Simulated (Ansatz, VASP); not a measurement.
# Sb (Antimony) in two plane-wave programs

Wanted: the spread between two codes on one cell, functional and k mesh. The cell comes out of the VASP series on this material, whose earlier steps may have relaxed, scaled or displaced it; both programs get it as it stands.

Main program and level: Ansatz 0.2.0; plane waves, with VASP 6.6.1 beside it; band structure at PBE and single point at PBE.

## 1. Set-up

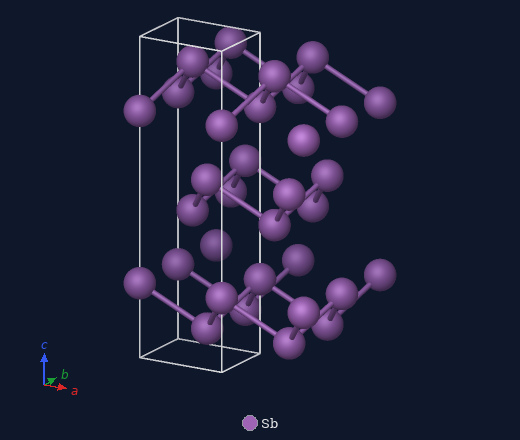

The starting structure, seen slightly off an axis (antimony purple). 2×2×1 cells are drawn. This picture shows the conventional cell, with its axes. Bonds to atoms that aren't drawn are left out. Some periodic images of atoms are drawn too.

## 2. Ansatz: band structure, PBE

Ansatz runs on its default PAW (the set named soft_2) files.

The same path points are solved in both programs, so levels can be compared one by one.

Contents of input.yaml:

```yaml
crystal:
  lattice:
    - [2.1887527198, 1.263676972, 3.8670127935]
    - [-2.1887527198, 1.263676972, 3.8670127935]
    - [0.0, -2.527353944, 3.8670127935]
  atoms:
    - { symbol: Sb, position: [0.2317512478, 0.2317512478, 0.2317512478] }
    - { symbol: Sb, position: [0.7682487522, 0.7682487522, 0.7682487522] }
hamiltonian:
  xc: pbe
  pseudopotentials: { kind: paw }
kpoints:
  mp_grid: { grid: [6, 6, 6] }
  band_path:
    path:
      - [0.0, 0.0, 0.0]
      - [0.13333, 0.0, 0.0]
      - [0.3, 0.0, 0.0]
      - [0.46667, 0.0, 0.0]
      - [0.5, 0.04757, -0.04757]
      - [0.5, 0.12686, -0.12686]
      - [0.5, 0.20614, -0.20614]
      - [0.72719, 0.5, 0.27281]
      - [0.63981, 0.5, 0.36019]
      - [0.55243, 0.5, 0.44757]
      - [0.46667, 0.46667, 0.46667]
      - [0.3, 0.3, 0.3]
      - [0.13333, 0.13333, 0.13333]
      - [0.0, 0.0, 0.0]
      - [0.12298, 0.0, -0.12298]
      - [0.22136, 0.0, -0.22136]
      - [0.34433, 0.0, -0.34433]
      - [0.60486, 0.39514, 0.0]
      - [0.56117, 0.43883, 0.0]
      - [0.51748, 0.48252, 0.0]
      - [0.51748, 0.51748, 0.03171]
      - [0.56117, 0.56117, 0.111]
      - [0.60486, 0.60486, 0.19029]
      - [0.62233, 0.62233, 0.25533]
      - [0.57864, 0.57864, 0.34272]
      - [0.53495, 0.53495, 0.4301]
      - [0.5, 0.0, 0.0]
      - [0.58738, 0.12298, 0.12298]
      - [0.67476, 0.24595, 0.24595]
      - [0.76214, 0.36893, 0.36893]
    npoints: 1
scf:
  occupations: { method: gaussian, width: 0.05 }
  n_extra_bands: 7
output:
  forces: true
  stress: true
  eigenvalues: true
```

On the command line:

```console
$ ansatz run input.yaml --threads 2 --pin off --max-ram 4608MiB --backend cpu --events-out ev --progress --plain --runs-dir out
```

Numbers of over 12 decimals in the logs are rounded to 6 here.

The log of the run:

```text
scf.n_extra_bands = 7 over 15 filled bands (N_el = 30.0): the run solves 22 bands
Engine: ansatz 0.2.0, aarch64-unknown-linux-gnu
Pseudopotentials: kind: paw
Pseudopotential: Sb, paw, valence charge 15, recommended cutoff 420 eV (normal), Sb.paw.azcp
Functional definition: PBE
  parameter kappa = 0.804
  parameter beta = 0.066725
  exchange = pbe_x(kappa = kappa, mu = beta*pi^2/3)
  correlation = pbe_c(beta = beta)
Crystal: 2 atoms, lattice volume = 64.174 Å³
Basis set: ecut = 420 eV, 1285 PW (Γ), exchange–correlation on 64×64×64 points (8 copies of the dense FFT grid, shifted against one another)
Bands: 22, of which v1, the nominal top of the filled ones, is band 15 counted from 1 (14 counted from 0)
Symmetry: 12 space group operations
Space group: R-3m (ITA 166), of the structure as read, at distance tolerance 4.0e-5 Å
k-points: 32 of 216
Non-local potential: Sb, projectors of the file, l = 0: 2, l = 1: 2, l = 2: 2, l = 3: 2
PAW form: soft (Blöchl's): semilocal exchange-correlation on the pseudo side does not see the compensation charge
PAW one-centre angular grid: Sb, 590 points (default); XC on 64 Gauss nodes
Initial density: superposition of atomic densities (neutral atoms: chi_scale 0, normalization atom), corrected by the library's trained network
Initial wavefunctions: pseudopotential atomic-orbital guess
Functional: x = pbe(κ = 0.804, μ = 0.219515), c = pbe(β = 0.066725)
SCF iter   1: F=—  HF=-12969.001457 eV  |F-HF|=—  |Δ(HF+E_count)|=         —  Δρ=1.26e-3  dr2=8.11e-4  ethr=1.77e-3  ⟨swp⟩=7.6  Hψ=3844  notcnv=0  defer=7
preconditioner: auto → none  [insulator: Δε(μ)=0.302 eV  Ē_g=10.642 eV  σ=0.050 eV  W_gap=0.50  n_scr=14 (ndim 8)  ℏωp=14.7 eV  f_vac=0.005  D(μ)=0.63/eV (n_scr^D=0)  ε∞_Penn≈2.9]
SCF iter   2: F=—  HF=-12969.000189 eV  |F-HF|=—  |Δ(HF+E_count)|=   1.27e-3  Δρ=6.59e-4  dr2=2.41e-4  ethr=2.70e-6  ⟨swp⟩=2.4  Hψ=1474  notcnv=0  defer=25
SCF iter   3: F=—  HF=-12969.000252 eV  |F-HF|=—  |Δ(HF+E_count)|=   6.33e-5  Δρ=2.74e-4  dr2=3.45e-5  ethr=8.02e-7  ⟨swp⟩=3.0  Hψ=1115  notcnv=0  defer=25
SCF iter   4: F=—  HF=-12969.000285 eV  |F-HF|=—  |Δ(HF+E_count)|=   3.28e-5  Δρ=8.43e-5  dr2=3.48e-6  ethr=1.15e-7  ⟨swp⟩=3.0  Hψ=1115  notcnv=0  defer=25
SCF iter   5: F=—  HF=-12969.000283 eV  |F-HF|=—  |Δ(HF+E_count)|=   1.59e-6  Δρ=3.95e-5  dr2=9.65e-7  ethr=1.16e-8  ⟨swp⟩=2.8  Hψ=1123  notcnv=0  defer=25
SCF iter   6: F=-12969.000283 eV  HF=-12969.000283 eV  |F-HF|=3.79e-8  |Δ(HF+E_count)|=   3.29e-7  Δρ=7.29e-6  dr2=4.01e-8  ethr=3.33e-10  ⟨swp⟩=8.1  Hψ=3905  notcnv=0
SCF 1 converged in 6 iterations: F = -12969.000283 eV  dr2 = 4.01e-8
  greatest PAW one-centre occupation: 0.996 electrons in one spin orbital (limit 2), on the Sb atom at site 1 (counted from 0), in its partial waves of l = 2
NSCF: frozen V_eff on 30 k-points
SCF converged after 6 iterations
Free energy (F): -12969.000283 eV
Harris-Foulkes:  -12969.000283 eV  (|F-HF|=3.79e-8)
Internal energy: -12968.999499 eV  (E = F + TS)
E sigma→0 (E₀):  -12968.999891 eV
Entropy (-TS):   -0.000784 eV (-0.392 meV/atom)
Fermi energy:    9.150985 eV
--- Per-component energies (eV) ---
  E_band       = -362.136756
  E_kinetic    = 412.643810
  E_local      = -3295.116814  (includes V_loc(G=0)·N_el)
  E_nonlocal   = 723.939773
  E_hartree    = 1488.053649
  E_xc         = -276.331146
  E_vxc        = -191.711498  (∫ρ·V_xc dr)
  E_paw        = -9150.200750  (= ΣΔE_a)
  E_vpaw       = -988.008309  (= ΣTr[D̂ρ^β])
  E_aug_tail   = -0.000003  (compensation charges beyond the density's cutoff)
  E_ewald      = -2871.988018
  E_smearing   = -0.000784  (= −TS)
  E_closure    = 0.000000  (closes the sum)
  Σ components = -12969.000283   (vs F -12969.000283, Δ=0.00e0)
--- Forces (eV/Å), atoms counted from 1 ---
  atom   1  Sb     0.00000000    -0.00000000    -0.03725728
  atom   2  Sb    -0.00000000     0.00000000     0.03725728
  max |Σ_I F_I| component: 9.25e-18 eV/Å
--- Stress (GPa, compression-positive) ---
       -0.046236       0.000000      -0.000000
        0.000000      -0.046236       0.000000
       -0.000000       0.000000       0.002521
  P = ⅓ Tr σ = -0.0300 GPa (-0.300 kbar)
--- Band table (eV; the first three rows and the last of 32) ---
  k-point 0: bands = [... 11 lower, 4.0823, 7.2529, 7.5117, 7.5117, 11.0958, 11.7514, 11.7514, 14.4737, ... 3 higher]
  k-point 1: bands = [... 11 lower, 3.1125, 7.2761, 7.4297, 7.7949, 10.8734, 11.1227, 11.2074, 13.8498, ... 3 higher]
  k-point 2: bands = [... 11 lower, 1.2866, 7.2823, 7.3128, 8.3213, 9.8206, 10.0425, 10.2852, 14.8322, ... 3 higher]
  k-point 31: bands = [... 11 lower, 0.5495, 7.9306, 7.9306, 8.6439, 9.4978, 9.4978, 10.2945, 15.9673, ... 3 higher]
```

Run time: 5.7 s. Hardware: 2 threads of Arm Neoverse N1, shared host; peak memory 0.33 GiB.

Reading the cycles: dr2 is the Hartree energy of the density residual (eV), the measure of convergence; HF is the Harris–Foulkes estimate of the energy, which meets the free energy F at convergence.

## 3. VASP: band structure, PBE

The same cell, functional, mesh and smearing now go to VASP, with its own data sets and cutoff.

Lines of VASP's logs that name or quote its potential files are left out, and so is its time.

Contents of INCAR:

```
SYSTEM = Sb
PREC = Accurate
ENCUT = 400
EDIFF = 1E-06
NELM = 100
ISMEAR = 0
SIGMA = 0.05
LREAL = .FALSE.
ALGO = Normal
GGA = PE
NBANDS = 17
LORBIT = 11
LWAVE = .FALSE.
LCHARG = .FALSE.
KPAR = 2
```

Contents of POSCAR:

```
Sb
1.0
    2.1887527198      1.2636769720      3.8670127935
   -2.1887527198      1.2636769720      3.8670127935
    0.0000000000     -2.5273539440      3.8670127935
Sb
2
Direct
    0.2317512478      0.2317512478      0.2317512478
    0.7682487522      0.7682487522      0.7682487522
```

Contents of KPOINTS:

```
Automatic mesh
0
Gamma
6 6 6
0 0 0
```

Contents of KPOINTS_OPT:

```
Line mode
16
Line-mode
Reciprocal
  0.00000000   0.00000000   0.00000000 GAMMA
  0.50000000   0.00000000   0.00000000 L

  0.50000000   0.00000000   0.00000000 L
  0.50000000   0.23785842  -0.23785842 B1

  0.76214158   0.50000000   0.23785842 B
  0.50000000   0.50000000   0.50000000 Z

  0.50000000   0.50000000   0.50000000 Z
  0.00000000   0.00000000   0.00000000 GAMMA

  0.00000000   0.00000000   0.00000000 GAMMA
  0.36892921   0.00000000  -0.36892921 X

  0.63107079   0.36892921   0.00000000 Q
  0.50000000   0.50000000   0.00000000 F

  0.50000000   0.50000000   0.00000000 F
  0.63107079   0.63107079   0.23785842 P1

  0.63107079   0.63107079   0.23785842 P1
  0.50000000   0.50000000   0.50000000 Z

  0.50000000   0.00000000   0.00000000 L
  0.76214158   0.36892921   0.36892921 P
```

PAW data sets: Sb (PBE family, release 64).

On the command line:

```console
$ mpirun -np 2 vasp_std
```

The log of the run:

```text
[banner, memory and clock lines left out]
running    2 mpi-ranks, on    1 nodes
 distrk:  each k-point on    1 cores,    2 groups
 distr:  one band on    1 cores,    1 groups

 POSCAR found type information on POSCAR Sb
 POSCAR found :  1 types and       2 ions
 LDA part: xc-table for (Slater+PW92), standard interpolation
 POSCAR, INCAR and KPOINTS ok, starting setup
 FFT: planning ... GRIDC
 FFT: planning ... GRID_SOFT
 FFT: planning ... GRID
 WAVECAR not read
 entering main loop
       N       E                     dE             d eps       ncg     rms          rms(c)
DAV:   1     0.265723698396E+02    0.26572E+02   -0.28476E+03  1088   0.370E+02
DAV:   2    -0.675505454571E+01   -0.33327E+02   -0.31568E+02  1420   0.785E+01
DAV:   3    -0.828507315393E+01   -0.15300E+01   -0.15245E+01  1266   0.171E+01
DAV:   4    -0.829779465703E+01   -0.12722E-01   -0.12720E-01  1435   0.192E+00
DAV:   5    -0.829797132374E+01   -0.17667E-03   -0.17666E-03  1373   0.229E-01    0.281E+00
DAV:   6    -0.829690482564E+01    0.10665E-02   -0.22474E-03  1377   0.231E-01    0.169E+00
DAV:   7    -0.829631682570E+01    0.58800E-03   -0.55932E-03  1248   0.351E-01    0.826E-02
DAV:   8    -0.829645265641E+01   -0.13583E-03   -0.15594E-04  1391   0.563E-02    0.214E-02
DAV:   9    -0.829647888385E+01   -0.26227E-04   -0.29095E-05  1211   0.231E-02    0.475E-03
DAV:  10    -0.829647977686E+01   -0.89301E-06   -0.21943E-06  1422   0.647E-03
   1 F= -.82964798E+01 E0= -.82960880E+01  d E =-.783597E-03
 Start KPOINTS_OPT (optional k-point list driver)
k-point batch [1-32\144]
       N       E                     dE             ncg
DAV:   1     0.161976577629E+04   -0.46191E+04     1088
DAV:   2     0.546765983732E+03   -0.10730E+04     1468
DAV:   3     0.496879356150E+03   -0.49887E+02     1331
DAV:   4     0.496493304010E+03   -0.38605E+00     1417
DAV:   5     0.496488407540E+03   -0.48965E-02     1429
DAV:   6     0.496488317859E+03   -0.89682E-04     1411
DAV:   7     0.496488315942E+03   -0.19162E-05     1280
DAV:   8     0.496488315827E+03   -0.11559E-06     1054
[...]
k-point batch [129-144\144]
       N       E                     dE             ncg
DAV:   1     0.485717704563E+04   -0.35615E+04      544
DAV:   2     0.433499526147E+04   -0.52218E+03      737
DAV:   3     0.431269573116E+04   -0.22300E+02      658
DAV:   4     0.431250682844E+04   -0.18890E+00      670
DAV:   5     0.431250411238E+04   -0.27161E-02      698
DAV:   6     0.431250405643E+04   -0.55944E-04      694
DAV:   7     0.431250405507E+04   -0.13659E-05      641
DAV:   8     0.431250405501E+04   -0.54883E-07      502
```

Parts of OUTCAR (step 3):

```text
ion  position               nearest neighbor table
   1  0.232  0.232  0.232-   2 2.94   2 2.94   2 2.94   2 3.46   2 3.46   2 3.46
   2  0.768  0.768  0.768-   1 2.94   1 2.94   1 2.94   1 3.46   1 3.46   1 3.46

  LATTYP: Found a trigonal (rhomboedric) cell.
 ALAT       =     4.6196651289
 COS(alpha) =     0.5510454243

 Subroutine GETGRP returns: Found 12 space group operations
 (whereof 12 operations were pure point group operations)

The static configuration has the point symmetry D_3d.

 Found     32 irreducible k-points:

   k-points           NKPTS =     32   k-points in BZ     NKDIM =     32   number of bands    NBANDS=     17

   dimension x,y,z NGX =    30 NGY =   30 NGZ =   30
   dimension x,y,z NGXF=    60 NGYF=   60 NGZF=   60

   ENCUT  =  400.0 eV  29.40 Ry    5.42 a.u.   7.53  7.53  7.53*2*pi/ulx,y,z

   NELECT =      10.0000    total number of electrons

 k-points in reciprocal lattice and weights: Automatic mesh
   0.00000000  0.00000000  0.00000000       0.005
   0.16666667  0.00000000 -0.00000000       0.028
   0.33333333  0.00000000 -0.00000000       0.028
   0.50000000  0.00000000 -0.00000000       0.014
   0.16666667  0.16666667 -0.00000000       0.028
   0.33333333  0.16666667 -0.00000000       0.056
   0.50000000  0.16666667 -0.00000000       0.056
  -0.33333333  0.16666667 -0.00000000       0.056
  -0.16666667  0.16666667  0.00000000       0.028
[...]
-0.33333333  0.50000000  0.33333333       0.028
   0.50000000  0.50000000  0.50000000       0.005

 average (electrostatic) potential at core
       1 -86.5480       2 -86.5480

 E-fermi :   6.5090

 k-point     1 :       0.0000    0.0000    0.0000
  band No.  band energies     occupation
      1      -5.7538      2.00000
      2       1.4588      2.00000
      3       4.6146      2.00000
      4       4.8654      2.00000
      5       4.8654      2.00000
      6       8.4303      0.00000
      7       9.1043      0.00000
      8       9.1043      0.00000
      9      11.7759      0.00000
     10      11.7759      0.00000
    ...

 k-point     2 :       0.1667    0.0000   -0.0000
  band No.  band energies     occupation
      1      -5.4655      2.00000
      2       0.4804      2.00000
      3       4.6351      2.00000
      4       4.7818      2.00000
      5       5.1574      2.00000
      6       8.2207      0.00000
      7       8.4791      0.00000
      8       8.5674      0.00000
      9      11.1686      0.00000
     10      11.6643      0.00000
    ...

 k-point     3 :       0.3333    0.0000   -0.0000
  band No.  band energies     occupation
      1      -4.6225      2.00000
      2      -1.3534      2.00000
      3       4.6425      2.00000
      4       4.6617      2.00000
      5       5.6861      2.00000
      6       7.1793      0.00000
      7       7.4017      0.00000
      8       7.6517      0.00000
      9      12.1520      0.00000
     10      12.9163      0.00000
    ...

  Total        0.0030626      0.0030626      0.0059150      0.0000000      0.0000000      0.0000000
  in kB        0.0764613      0.0764613      0.1476738      0.0000000      0.0000000      0.0000000
  external PRESSURE =       0.1001988 kB  Pullay stress =       0.0000000 kB

  energy-cutoff  :      400.00
  volume of cell :       64.17
      direct lattice vectors                 reciprocal lattice vectors
     2.188752720  1.263676972  3.867012793     0.228440607  0.131890246  0.086199180
    -2.188752720  1.263676972  3.867012793    -0.228440607  0.131890246  0.086199180
     0.000000000 -2.527353944  3.867012793     0.000000000 -0.263780492  0.086199180

 POSITION                                       TOTAL-FORCE (eV/Angst)
 -----------------------------------------------------------------------------------
      0.00000      0.00000      2.68856         0.000000      0.000000     -0.000347
      0.00000      0.00000      8.91248         0.000000     -0.000000      0.000347
 -----------------------------------------------------------------------------------
    total drift:                                0.000000      0.000000      0.000000

  FREE ENERGIE OF THE ION-ELECTRON SYSTEM (eV)
  ---------------------------------------------------
  free  energy   TOTEN  =        -8.2964797769 eV

  energy  without entropy=       -8.2956961796  energy(sigma->0) =       -8.29608798

 total charge
# of ion       s       p       d       tot
------------------------------------------
    1        1.218   1.129   0.031   2.378
    2        1.218   1.129   0.031   2.378
--------------------------------------------------
tot          2.437   2.258   0.062   4.757

[... 3 further parts left out ...]
```

The run ends at a pressure of 0.01 GPa, with forces up to 3.5e-4 eV/Å.

## 4. Comparison

Known differences besides the PAW data sets themselves: the data sets hold 30 valence electrons in Ansatz (default PAW (the set named soft_2) files) and 10 in VASP; the cutoff is 420 eV in Ansatz and 400 eV in VASP; VASP leaves aspherical gradient terms in its spheres out (LASPH is not set), Ansatz keeps them. Total energies have different zeros and are not compared.

The two programs side by side:

```csv
quantity,Ansatz,VASP,difference
pressure (GPa),-0.03,0.01,-0.04
```

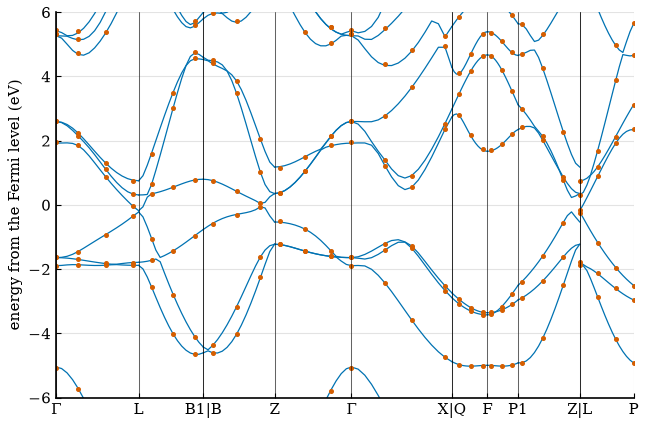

Bands from VASP (lines) and levels from Ansatz (dots). Dots without a line are higher empty bands that the VASP plot leaves out.

At this near-relaxed geometry the largest component of a force difference is 37 meV/Å. Levels from 3 eV below to 2 eV above the Fermi level differ by 9 meV r.m.s. and 33 meV at most; each VASP level is matched to the nearest of Ansatz, which flatters the figure a little. Ansatz's pressure holds a Pulay correction of 0.03 GPa; VASP's holds none.

## 5. Further runs

The difference is large enough to ask for its cause, so further runs change the set-up of one program at a time, as the table lists.

```csv
run,r.m.s. force difference (meV/Å)
as above,21
Ansatz's all-electron LAPW method,21
Ansatz's larger PAW set (cutoff 430 eV),21
norm-conserving potentials (cutoff 1088 eV),21
```

(Continued in part 2 of 2.)

[Lines on the potential files, build, host, timing and source positions are cut from VASP's logs without a mark.]

[Logs are printed without paths, hosts, clocks, repeated set-up lines and the standing remarks that a program may print on its own settings, such as how far it seeks lower states.]

[Hosts, paths, dates, database ids (printed as entryN), source tags and the programs' standing remarks are cut or masked in the printed files.]
